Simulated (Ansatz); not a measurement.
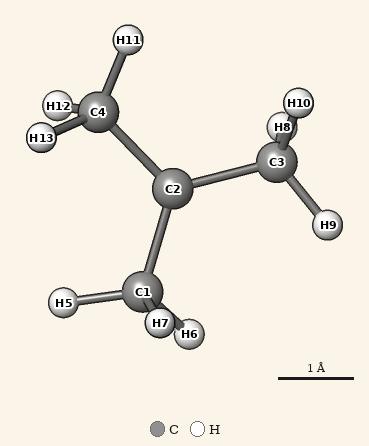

The structure as given in the input (ball-and-stick view, seen on its broad side; atoms are numbered from 1 in the order of the input). Bond lengths as drawn: C–C 1.45 Å and C–H 1.09 to 1.11 Å.

## C4H9: one change and its effect

System: C4H9, charge +1, SMILES C[C+](C)C.
Method of run A: RKS SPW92/def2-TZVPP (Ansatz 0.2.0).

The geometry comes from this level: PBE0-D4/def2-TZVP. Text and figures count atoms from 1; the logs count them from 0 in places.

**The input, run A**
```yaml
crystal:
  periodic: [false, false, false]
  atoms:
    - {symbol: C, position_ang: [-0.620532, 1.253012, -0.371031]}
    - {symbol: C, position_ang: [0.017509, 0.002712, -0.005653]}
    - {symbol: C, position_ang: [0.912226, -0.047470, 1.135804]}
    - {symbol: C, position_ang: [-0.260900, -1.198794, -0.773356]}
    - {symbol: H, position_ang: [-1.475706, 1.145956, -1.036217]}
    - {symbol: H, position_ang: [-0.828872, 1.887064, 0.494362]}
    - {symbol: H, position_ang: [0.169894, 1.795478, -0.928163]}
    - {symbol: H, position_ang: [0.333442, -0.574129, 1.919917]}
    - {symbol: H, position_ang: [1.194118, 0.927739, 1.528079]}
    - {symbol: H, position_ang: [1.773830, -0.696106, 0.955540]}
    - {symbol: H, position_ang: [0.404949, -2.033571, -0.568686]}
    - {symbol: H, position_ang: [-1.294208, -1.486818, -0.506511]}
    - {symbol: H, position_ang: [-0.325760, -0.975053, -1.844103]}
basis:
  gaussian: {orbitals: def2-TZVPP}
total_charge: 1
hamiltonian: {xc: lda}
output: {orbitals: {seedname: orbitals}}
```

Hardware: 2 CPU threads, shared host.

**Output (run A)**
```
Functional definition: SPW92
  exchange = slater_x
  correlation = pw_c
1251 factors; their error is unknown
mean field evaluation 1: about -4223.0866 eV, gradient 1.0e2 eV
mean field evaluation 2: about -4199.9335 eV, gradient 1.3e2 eV
mean field evaluation 4: about -4246.8947 eV, gradient 1.5e1 eV
mean field evaluation 8: about -4247.4030 eV, gradient 5.7e-2 eV
mean field evaluation 16: about -4247.3681 eV, gradient 3.7e-4 eV
mean field -4247.36813792 eV, -156.0879000991 hartree, gradient 4.9e-5 eV, S^2 0.000000; 0 other end points of the search recorded, 0 dependent functions left out
reference -4247.36817386 eV, -156.0879014199 hartree; 16, 16 occupied and 234, 234 virtual orbitals, 1251 factors
Total energy: -4247.36817386 eV, -156.0879014199 hartree
```

Run B used a changed input.

**The two runs side by side**

```csv
quantity,run A,run B
outcome,converged,converged
total energy (hartree),−156.087901,−157.614062
HOMO (eV),−14.74,−15.20
LUMO (eV),−9.59,−9.14
basis functions,250,250
wall time (shared host),1.8 s,14 s
```

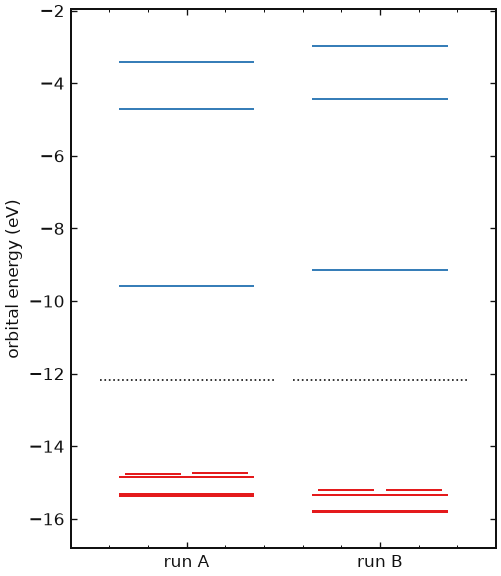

The five highest filled and three lowest empty orbital energies of the two runs; the dotted lines part filled from empty levels. The HOMO–LUMO gap is 5.14 eV in run A and 6.06 eV in run B.

Which change of the input explains these differences?

The change (lines with − go, lines with + come):
```diff
-hamiltonian: {xc: lda}
+hamiltonian: {xc: {name: B97M-V}}
```

The total energies belong to different methods, so their difference says nothing on which is more stable or more accurate. The HOMO goes from −14.74 to −15.20 eV. The LUMO goes from −9.59 to −9.14 eV.

**Output (run B)**
```
Functional definition: B97M-V
  parameter cx00 = 1.000
  parameter cx01 = 1.308
  parameter cx02 = 1.901
  parameter cx10 = 0.416
  parameter cx11 = 3.070
  parameter css00 = 1.000
  parameter css02 = -1.855
  parameter css10 = -5.668
  parameter css32 = -20.497
  parameter css42 = -20.364
  parameter cos00 = 1.000
  parameter cos01 = 1.573
  parameter cos03 = -6.298
  parameter cos10 = 2.535
  parameter cos32 = -6.427
  parameter b = 6.0
  parameter c = 0.01
  gx(w, u) = cx00 + cx01*u + cx02*u^2 + (cx10 + cx11*u)*w
  gss(w, u) = css00 + css02*u^2 + css10*w + (css32*w^3 + css42*w^4)*u^2
  gos(w, u) = cos00 + cos01*u + cos03*u^3 + cos10*w + cos32*w^3*u^2
  exchange = spin_sum(e_x_unif_s*gx(b97_w, b97_u_x))
  correlation = spin_sum(e_c_pw_mod_same_spin*gss(b97_w, b97_u_same))
      + integral(e_c_pw_mod_opposite_spin*gos(b97_w_opposite, b97_u_opposite)) + vv10(b, c)
1251 factors; their error is unknown
mean field evaluation 1: about -4272.7845 eV, gradient 8.3e1 eV
mean field evaluation 2: about -4265.3164 eV, gradient 9.4e1 eV
mean field evaluation 4: about -4288.8377 eV, gradient 6.6e0 eV
mean field evaluation 8: about -4288.9392 eV, gradient 6.9e-2 eV
mean field evaluation 16: about -4288.8970 eV, gradient 2.5e-4 eV
mean field -4288.89704688 eV, -157.6140593538 hartree, gradient 3.1e-5 eV, S^2 0.000000; 0 other end points of the search recorded, 0 dependent functions left out
reference -4288.89710563 eV, -157.6140615130 hartree; 16, 16 occupied and 234, 234 virtual orbitals, 1251 factors
Total energy: -4288.89710563 eV, -157.6140615130 hartree
```
